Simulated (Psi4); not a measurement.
Single-point calculation of C2H4Si (part 3 of 3)

The same run, continued: C2H4Si, SMILES C#C[SiH3]; CASSCF/3-21G, RHF, DKH3 (Psi4 1.11). The geometry comes from this level: PBE0-D4/def2-TZVP (4 decimals).

Geometry of the input (Å):
```
C  -0.5807  -1.8714  0.1722
C  -0.2185  -0.7265  0.0624
Si 0.3298  1.0043  -0.1038
H  -0.9010  -2.8835  0.2693
H  -0.0945  1.5283  -1.4250
H  -0.2817  1.8181  0.9749
H  1.8079  1.0629  0.0044
```

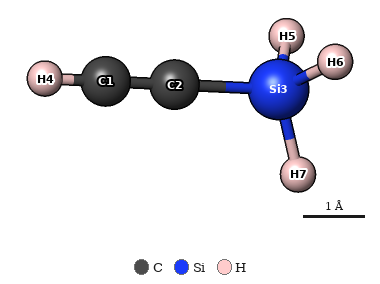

**Figure 1.** The structure as given in the input (ball-and-stick view, seen at a tilt; atoms are numbered from 1 in the order of the input).

**Output, continued**
```
            Ene     1.1419473    1.2288865    1.2831070    1.3525617    1.3527969
            Sym             A            A            A            A            A
            Occ             0            0            0            0            0

                          36           37           38           39

 1    C1 s          0.0025896    0.0243223   -0.0006158    0.0100795
 2    C1 s         -0.0280094   -0.0305031    0.7409462    1.3646456
 3    C1 px         0.0685046   -0.1856380   -0.0845114    0.1170919
 4    C1 py        -0.0372258   -0.5868139   -0.2671175    0.3701318
 5    C1 pz        -0.0543399    0.0562771    0.0256175   -0.0354978
 6    C1 s         -0.0936176    0.1163732   -3.8643354   -8.3336390
 7    C1 px        -0.1127427   -0.1414388   -0.6338948   -1.8606687
 8    C1 py        -0.0469776   -0.4464881   -2.0043081   -5.8814986
 9    C1 pz         0.0751240    0.0428769    0.1921672    0.5640658
 10   C2 s         -0.0028194   -0.0410148   -0.0572932   -0.0263213
 11   C2 s         -0.0087365   -0.2352996    1.2455963   -1.3934708
 12   C2 px        -0.0131795   -0.3030859    0.1206335    0.1334988
 13   C2 py         0.0102781   -0.9575999    0.3806336    0.4218178
 14   C2 pz         0.0108897    0.0918823   -0.0365721   -0.0404671
 15   C2 s          0.1351796    1.2564308    1.1269422    9.1661568
 16   C2 px        -0.0605261    0.3392014   -1.0364142   -1.7277621
 17   C2 py        -0.0946745    1.0709157   -3.2739206   -5.4607148
 18   C2 pz         0.0310680   -0.1028335    0.3141894    0.5237555
 19   SI3 s         0.0016870   -0.0018423    0.0081577    0.0098115
 20   SI3 s        -0.0030328    0.0100847   -0.0271293    0.0668966
 21   SI3 px        0.0919604   -0.0000306    0.0172199    0.0173193
 22   SI3 py       -0.0348664   -0.0001241    0.0542510    0.0544718
 23   SI3 pz       -0.0709057    0.0000126   -0.0052231   -0.0052493
 24   SI3 s         0.0589487   -0.1013981    0.3542492    0.9860074
 25   SI3 px       -0.2364257    0.0749116   -0.2078907   -0.2086970
 26   SI3 py        0.0686292    0.2365607   -0.6558114   -0.6578758
 27   SI3 pz        0.1795150   -0.0227223    0.0630356    0.0632550
 28   SI3 s        -0.1155997   -0.9114509    1.8161639   -0.1922076
 29   SI3 px        0.6321967    0.0930790   -0.1342475    0.0252490
 30   SI3 py       -0.2629536    0.2935665   -0.4237286    0.0804171
 31   SI3 pz       -0.4905049   -0.0281757    0.0406348   -0.0076553
 32   H4 s         -0.0087943   -0.8581244   -0.6162926   -0.5274063
 33   H4 s         -0.0267350    0.2494497    0.0144776   -1.4079709
 34   H5 s          0.1948629    0.0367278    0.0096450   -0.0564256
 35   H5 s         -0.2328674    0.1374019   -0.3828586    0.1243254
 36   H6 s         -1.1092920    0.0367307    0.0095513   -0.0565127
 37   H6 s          1.4366909    0.1373987   -0.3827682    0.1243044
 38   H7 s          0.7879393    0.0367843    0.0097416   -0.0563083
 39   H7 s         -0.9921443    0.1373046   -0.3829012    0.1243975

            Ene     1.3528212    1.5313033    1.6650144    2.2986086
            Sym             A            A            A            A
            Occ             0            0            0            0

	total time  =          1 seconds =       0.02 minutes
 MINTS: Wrapper to libmints.

   Calculation information:
      Number of threads:                 1
      Number of atoms:                   7
      Number of AO shells:              25
      Number of SO shells:              25
      Number of primitives:             45
      Number of atomic orbitals:        39
      Number of basis functions:        39

      Number of irreps:                  1
      Integral cutoff                 1.00e-12
      Number of functions per irrep: [  39 ]

 OEINTS: Overlap, kinetic, potential, dipole, and quadrupole integrals
         stored in file 35.

      Computing two-electron integrals...done
      Computed 279217 non-zero two-electron integrals.
        Stored in file 33.

   => Loading Basis Set <=

    Name: (3-21G AUX)
    Role: DECON
    Keyword: BASIS_RELATIVISTIC

 MINTS: Wrapper to libmints.

   Calculation information:
      Number of threads:                 1
      Number of atoms:                   7
      Number of AO shells:              25
      Number of SO shells:              25
      Number of primitives:             45
      Number of atomic orbitals:        39
      Number of basis functions:        39

      Number of irreps:                  1
      Integral cutoff                 1.00e-12
      Number of functions per irrep: [  39 ]

 OEINTS: Overlap, kinetic, potential, dipole, and quadrupole integrals
         stored in file 35.

      Computing two-electron integrals...done
      Computed 279217 non-zero two-electron integrals.
        Stored in file 33.

         ---------------------------------------------------------
                Multi-Configurational Self-Consistent Field
                            (a 'D E T C I' module)

         ---------------------------------------------------------

   ==> Parameters <==

    EX LEVEL       =        8      H0 BLOCKSIZE  =     1000
    VAL EX LEVEL   =        0      H0 GUESS SIZE =     1000
    H0COUPLINGSIZE =        0      H0 COUPLING   =       NO
    MAXITER        =       12      NUM PRINT     =       20
    NUM ROOTS      =        1      ICORE         =        1
    PRINT LVL      =        1      FCI           =      YES
    R CONV         = 1.00e-07      MIXED         =      YES
    E CONV         = 1.00e-06      MIXED4        =      YES
    R4S            =       NO      REPL OTF      =       NO
    DIAG METHOD    =      SEM      FOLLOW ROOT   =        0
    PRECONDITIONER = DAVIDSON      UPDATE        = DAVIDSON
    S              =   0.0000      Ms0           =      YES
    GUESS VECTOR   =  H0BLOCK      OPENTYPE      =     NONE
    COLLAPSE SIZE  =        1      HD AVG        = EVANGELISTI
    MAX NUM VECS   =       13      REF SYM       =     AUTO
    IOPEN        =       NO

    EX ALLOW       =  1  1  1  1  1  1  1  1
    STATE AVERAGE  =  0(1.00)

   ==> CI Orbital and Space information <==

   ------------------------------------
               Space    Total     A
   ------------------------------------
                 Nso       39    39
                 Nmo       39    39
               Ndocc       15    15
               Nsocc        0     0
   ------------------------------------
               MCSCF Spaces
   ------------------------------------
         Frozen DOCC        0     0
     Restricted DOCC       11    11
              Active        8     8
     Restricted UOCC       20    20
         Frozen UOCC        0     0
   ------------------------------------

   ==> Setting up CI strings <==

    There are 70 alpha and 70 beta strings
    The CI space requires 4900 (4.90E+03) determinants and 1 blocks

   ==> Setting up MCSCF integrals <==

  Using in-core PK algorithm.
   Calculation information:
      Number of atoms:                   7
      Number of AO shells:              25
      Number of primitives:             45
      Number of atomic orbitals:        39
      Number of basis functions:        39

      Integral cutoff                 1.00e-12
      Number of threads:                 1

  Performing in-core PK
  Using 609180 doubles for integral storage.
  We computed 47665 shell quartets total.
  Whereas there are 52975 unique shell quartets.

  ==> DiskJK: Disk-Based J/K Matrices <==

    J tasked:                  Yes
    K tasked:                  Yes
    wK tasked:                  No
    Memory [MiB]:             1220
    Schwarz Cutoff:          1E-12

   ==> Starting MCSCF iterations <==

        Iter         Total Energy       Delta E   Orb RMS    CI RMS  NCI NORB
   @MCSCF  1:   -365.539236756657   -3.7735e-02  3.29e-03  8.67e-07    8    1  Initial CI
      Warning! Maxstep = 0.62, scaling to 0.50
   @MCSCF  2:   -365.575277459559   -3.6041e-02  3.57e-03  1.97e-06   10    1  TS
   @MCSCF  3:   -365.584849229518   -9.5718e-03  1.79e-03  2.28e-06    9    1  TS
   @MCSCF  4:   -365.588882153565   -4.0329e-03  1.27e-03  1.12e-06    9    1  TS, DIIS
   @MCSCF  5:   -365.592744763491   -3.8626e-03  1.13e-03  1.19e-06    9    1  TS, DIIS
   @MCSCF  6:   -365.599722564735   -6.9778e-03  1.09e-03  9.49e-07   10    1  TS, DIIS
   @MCSCF  7:   -365.600779102709   -1.0565e-03  7.21e-04  8.36e-07    8    1  TS, DIIS
   @MCSCF  8:   -365.602503138889   -1.7240e-03  5.28e-04  2.33e-07   10    1  TS, DIIS
   @MCSCF  9:   -365.602664963374   -1.6182e-04  3.33e-04  3.05e-07    9    1  TS, DIIS
   @MCSCF 10:   -365.602696002808   -3.1039e-05  1.79e-04  1.36e-07    9    1  TS, DIIS
   @MCSCF 11:   -365.602730466360   -3.4464e-05  7.87e-05  1.30e-07    9    1  TS, DIIS
   @MCSCF 12:   -365.602740889937   -1.0424e-05  4.06e-05  3.36e-08   10    1  TS, DIIS
   @MCSCF 13:   -365.602743711095   -2.8212e-06  9.01e-06  1.91e-08   10    7  AH
   @MCSCF 14:   -365.602743734200   -2.3105e-08  2.78e-06  3.31e-09   10    5  AH

          @MCSCF has converged!

   @MCSCF Final Energy: -365.602743734199919

   Computing CI Natural Orbitals

   ==> Starting CI iterations <==

    H0 Block Eigenvalue = -365.59657692

    Simultaneous Expansion Method (Block Davidson Method)
    Using 1 initial trial vectors

     Iter   Root       Total Energy       Delta E      C RMS

   @CI  0:     0   -365.596576916695   -1.1541E+01   1.1158E-01
   @CI  1:     0   -365.602083209536   -5.5063E-03   3.4638E-02
   @CI  2:     0   -365.602637428685   -5.5422E-04   1.5193E-02
   @CI  3:     0   -365.602738438970   -1.0101E-04   3.1945E-03
   @CI  4:     0   -365.602743252193   -4.8132E-06   7.9564E-04
   @CI  5:     0   -365.602743666758   -4.1456E-07   3.4244E-04
   @CI  6:     0   -365.602743725833   -5.9075E-08   1.3478E-04 c

   ==> Energetics <==

    SCF energy =         -365.501501441884159
    Total MCSCF energy = -365.602743734199919

   ==> MCSCF root 0 information <==

    MCSCF Root 0 energy =  -365.602743725833136

   Active Space Natural occupation numbers:

         A   1.981257         A   1.975434         A   1.935201
         A   1.934884         A   0.065823         A   0.065081
         A   0.024336         A   0.017983

   The 20 most important determinants:

    *   1    0.957451  (    0,    0)  12AX 13AX 14AX 15AX
    *   2   -0.133979  (    6,    6)  12AX 13AX 15AX 17AX
    *   3   -0.133417  (    1,    1)  12AX 13AX 14AX 16AX
    *   4   -0.085042  (    1,    6)  12AX 13AX 14AA 15AB 16AA 17AB
    *   5   -0.085042  (    6,    1)  12AX 13AX 14AB 15AA 16AB 17AA
    *   6   -0.057201  (   17,   17)  12AX 14AX 15AX 18AX
    *   7   -0.056425  (   18,   18)  13AX 14AX 15AX 18AX
    *   8   -0.055093  (    0,    9)  12AX 13AX 14AA 15AA 16AB 17AB
    *   9   -0.055093  (    9,    0)  12AX 13AX 14AB 15AB 16AA 17AA
    *  10   -0.053007  (   37,   37)  12AX 14AX 15AX 19AX
    *  11   -0.044194  (   17,   38)  12AA 13AB 14AX 15AX 18AA 19AB
    *  12   -0.044194  (   38,   17)  12AB 13AA 14AX 15AX 18AB 19AA
    *  13   -0.042928  (   18,   37)  12AB 13AA 14AX 15AX 18AA 19AB
    *  14   -0.042928  (   37,   18)  12AA 13AB 14AX 15AX 18AB 19AA
    *  15    0.041935  (    9,    9)  12AX 13AX 16AX 17AX
    *  16   -0.029949  (    2,    5)  12AX 13AX 14AB 15AA 16AA 17AB
    *  17   -0.029949  (    5,    2)  12AX 13AX 14AA 15AB 16AB 17AA
    *  18   -0.028109  (   38,   38)  13AX 14AX 15AX 19AX
    *  19   -0.018826  (    5,    5)  12AX 13AX 14AX 17AX
    *  20   -0.018758  (    2,    2)  12AX 13AX 15AX 16AX

Properties will be evaluated at   0.000000,   0.000000,   0.000000 [a0]

Properties computed using the CASSCF density matrix

 Multipole Moments:

 ------------------------------------------------------------------------------------
     Multipole            Electronic (a.u.)      Nuclear  (a.u.)        Total (a.u.)
 ------------------------------------------------------------------------------------

 L = 1.  Multiply by 2.5417464519 to convert [e a0] to [Debye]
 Dipole X            :         -0.5762507            0.4931733           -0.0830774
 Dipole Y            :         -1.6676944            1.5559807           -0.1117137
 Dipole Z            :          0.1567461           -0.1496803            0.0070658
 Magnitude           :                                                    0.1393978

 ------------------------------------------------------------------------------------
```

**Standard output**
```
casscf/3-21G energy: -365.6027437258 Eh
```

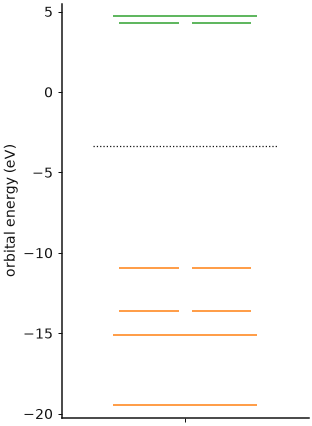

**Figure 2.** Orbital energies near the frontier (SCF reference); the dotted line parts filled from empty levels, and levels within 0.02 eV of each other stand side by side. Highest filled −10.93 eV, lowest empty 4.26 eV, 15.19 eV apart.

**Results in brief**

```json
{"quantity": "outcome", "value": "converged"}
{"quantity": "total energy", "value": "−365.602744 hartree"}
{"quantity": "SCF energy", "value": "−365.501501 hartree"}
{"quantity": "CASSCF energy", "value": "−365.602744 hartree"}
{"quantity": "correlation energy", "value": "−0.101242 hartree"}
{"quantity": "basis functions", "value": "39"}
{"quantity": "HOMO of the SCF reference", "value": "−10.93 eV"}
{"quantity": "LUMO of the SCF reference", "value": "4.26 eV"}
{"quantity": "hardware", "value": "1 thread of Intel Xeon (Sapphire Rapids), 176 GiB of memory available, shared host"}
{"quantity": "wall time", "value": "9.6 s"}
{"quantity": "peak memory", "value": "0.26 GiB"}
```

**Notes**

Settings chosen away from the usual ones: print_mos set to true. The record of the run, not the program, notes: active space taken by orbital order; may be a local solution.
